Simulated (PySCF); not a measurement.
CCl4, SMILES `ClC(Cl)(Cl)Cl`.

Method: r2SCAN/def2-SVP; geometry: GFN2-xTB; program: PySCF. No frequency check shows the geometry to be a minimum. GFN2-xTB bond lengths at metals and heavier atoms can be off by up to 0.1 Å and shapes distorted, which carries into these values.

Cartesian coordinates (Å):

```
Cl1      1.0215   -1.4215    0.2556
C2       0.0002   -0.0000    0.0001
Cl3      1.0212    1.4217   -0.2557
Cl4     -1.0214   -0.2558   -1.4214
Cl5     -1.0214    0.2556    1.4214
```

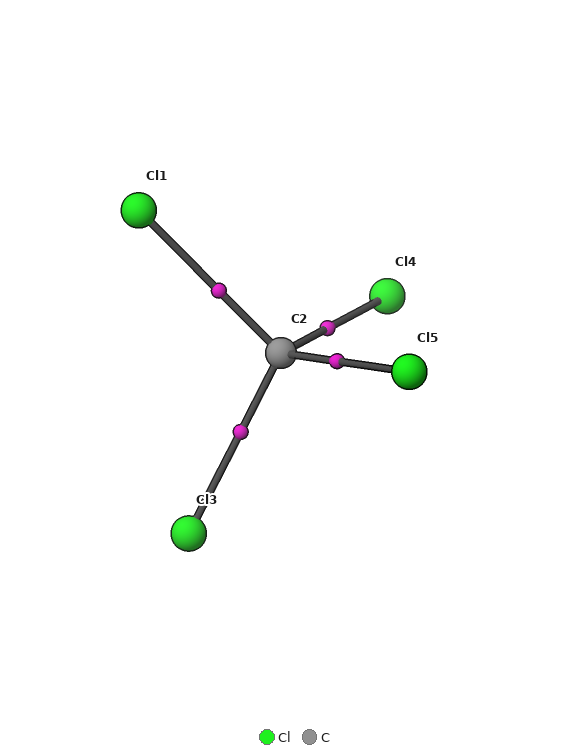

Molecular graph of the electron density (QTAIM): bond paths, bond critical points (magenta), ring points (cyan, if any); weak paths are dashed.

### How many critical points of each kind are there, and does the count close?

5 nuclei, 4 bond, 0 ring and 0 cage critical points: 5 − 4 + 0 − 0 = 1, as the Poincaré–Hopf relation requires.

### Give the properties at the bond critical points.

```json
{"bond": "Cl1–C2 (4 alike)", "length (Å)": "1.769", "ρ (a.u.)": "0.193", "∇²ρ (a.u.)": "−0.23", "ε": "0.00", "H (a.u.)": "−0.124"}
```

### What kind of interaction is Cl1–C2?

Shared-shell (covalent): ρ = 0.193, ∇²ρ = −0.23, H = −0.124 a.u.

Run time: 19 s on 1 thread of Arm Neoverse N1, on a shared host, peak memory 0.39 GiB.
